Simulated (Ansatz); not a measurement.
**GaH2O2 (SMILES [OH][Ga][OH]) at UBCCD(T)/def2-SVPD**

Aim: the vertical ionisation energy of GaH2O2 at UBCCD(T)/def2-SVPD, from 2 runs. 

The calculation is run with Ansatz 0.2.0.

48 further runs of the same task are left out: 48 set aside as unsound or not needed.

### Step 1. The structure to begin with

GaH2O2: 5 atoms, total charge 0, spin state doublet. As SMILES, `[OH][Ga][OH]`. The coordinates come from a PBE0-D4/def2-TZVP relaxation. This is one conformer, not always the lowest.

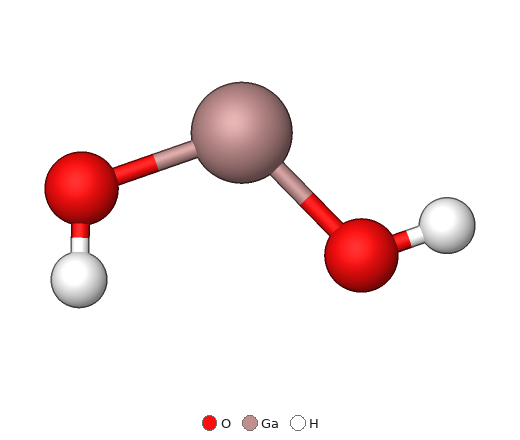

Viewed from a chosen angle; oxygen red, gallium pink, hydrogen white.

### Step 2. A single-point energy at UBCCD(T)/def2-SVPD

job.yaml reads:

```yaml
crystal:
  periodic: [false, false, false]
  atoms:
    - {symbol: O, position_ang: [-0.370600, 0.021600, -1.274400]}
    - {symbol: Ga, position_ang: [-0.311700, -0.753800, 0.353600]}
    - {symbol: O, position_ang: [0.618200, 0.154900, 1.591100]}
    - {symbol: H, position_ang: [-0.867400, -0.464600, -1.936500]}
    - {symbol: H, position_ang: [0.981500, 0.968200, 1.224700]}
basis:
  gaussian: {orbitals: def2-SVPD}
magnetization: {spin_polarized: true, initial_magnetization: 1}
correlation: {method: bccd_t, frozen_orbitals: {Ga: 9, H: 0, O: 1}}
accuracy: high
scf: {omitted_lower_state_checks: [cluster_reference, increment]}
```

Started as:

```bash
ansatz run job.yaml --threads 1 --pin off --max-ram 3480MiB --events-out events.jsonl --progress --plain --runs-dir runs
```

The log of the run, cut to the lines that bear on the results:

```text
Warning: RAYON_NUM_THREADS=1 ignored (pool sized by the plan → 1); use --threads N
Functional definition: HF
  name "HF"
[...]
1902 factors; integrals over basis functions are off by at most 4.3e-9 eV
[...]
mean field -56431.48212533 eV, -2073.8187174735 hartree, gradient 3.0e-8 eV, S^2 0.755324; 0 other end points of the search recorded, 0 dependent functions left out
11 core orbitals not correlated: weight in the atoms' cores, before any rotation towards them, 1.000 or more for the frozen orbitals, at most 0.000 for the correlated occupied ones
reference -56431.48212533 eV, -2073.8187174735 hartree; 14, 13 occupied and 75, 76 virtual orbitals, 1902 factors
second order -16.39027347 eV of doubles, -0.00000000 eV of singles
cycle   1  -15.58242449 eV  change    8.1e-1 eV  update   1.2e-1
[...]
cycle  25  -16.17519740 eV  change   -2.9e-9 eV  update   2.9e-9
perturbative correction -0.61403541 eV, -0.0225653852 hartree
Total energy: -56448.27135814 eV, -2074.4357103991 hartree
Checks for a lower state left out: cluster_reference, increment
```

Run time: 81 s. Hardware: 1 thread of Intel Xeon 6975P-C (Granite Rapids), shared host; peak memory 1.8 GiB.

### Step 3. The singlet cation at the same level

job.yaml reads:

```yaml
crystal:
  periodic: [false, false, false]
  atoms:
    - {symbol: O, position_ang: [-0.370600, 0.021600, -1.274400]}
    - {symbol: Ga, position_ang: [-0.311700, -0.753800, 0.353600]}
    - {symbol: O, position_ang: [0.618200, 0.154900, 1.591100]}
    - {symbol: H, position_ang: [-0.867400, -0.464600, -1.936500]}
    - {symbol: H, position_ang: [0.981500, 0.968200, 1.224700]}
basis:
  gaussian:
    orbitals: def2-SVPD
total_charge: 1
correlation:
  method: bccd_t
  frozen_orbitals: {Ga: 9, H: 0, O: 1}
accuracy: high
scf:
  omitted_lower_state_checks: [cluster_reference, increment]
```

Started as:

```bash
ansatz run job.yaml --threads 1 --pin off --max-ram 3480MiB --events-out events.jsonl --progress --plain --runs-dir runs
```

The log of the run, cut to the lines that bear on the results:

```text
Warning: RAYON_NUM_THREADS=1 ignored (pool sized by the plan → 1); use --threads N
[... 2 set-up lines as earlier in the session ...]
[...]
1902 factors; integrals over basis functions are off by at most 4.3e-9 eV
[...]
mean field -56422.54235182 eV, -2073.4901868565 hartree, gradient 9.8e-8 eV, S^2 0.000000; 0 other end points of the search recorded, 0 dependent functions left out
11 core orbitals not correlated: weight in the atoms' cores, before any rotation towards them, 1.000 or more for the frozen orbitals, at most 0.000 for the correlated occupied ones
reference -56422.54235182 eV, -2073.4901868565 hartree; 13, 13 occupied and 76, 76 virtual orbitals, 1902 factors
second order -16.47396927 eV of doubles, -0.00000000 eV of singles
cycle   1  -15.48470000 eV  change    9.9e-1 eV  update   1.4e-1
[...]
cycle  26  -16.15535186 eV  change   6.9e-10 eV  update   2.4e-9
perturbative correction -0.67685195 eV, -0.0248738504 hartree
Total energy: -56439.37455563 eV, -2074.1087589373 hartree
Checks for a lower state left out: cluster_reference, increment
```

Run time: 24 s. Hardware: 1 thread of Intel Xeon 6975P-C (Granite Rapids), shared host; peak memory 0.89 GiB.

### Step 4. Outcome

At UBCCD(T)/def2-SVPD, 11 core orbitals frozen:

```
                                                    quantity           value
                                doublet GaH2O2: total energy  -2074.43571 Eh
doublet GaH2O2: correlation energy (11 core orbitals frozen)      -617.0 mEh
                              doublet GaH2O2: (T) correction      -22.57 mEh
           doublet GaH2O2: ⟨S²⟩ of the reference determinant           0.755
                                singlet cation: total energy  -2074.10876 Eh
singlet cation: correlation energy (11 core orbitals frozen)      -618.6 mEh
                              singlet cation: (T) correction      -24.87 mEh
          vertical ionisation energy (to the singlet cation)        8.897 eV
```

The vertical ionisation energy comes to 8.90 eV (858 kJ/mol). Only the singlet of the ionised species was computed; a triplet could lie lower. The triples (doublet GaH2O2) make up 3.7 % of the correlation energy. The triples (singlet cation) make up 4.0 % of the correlation energy.
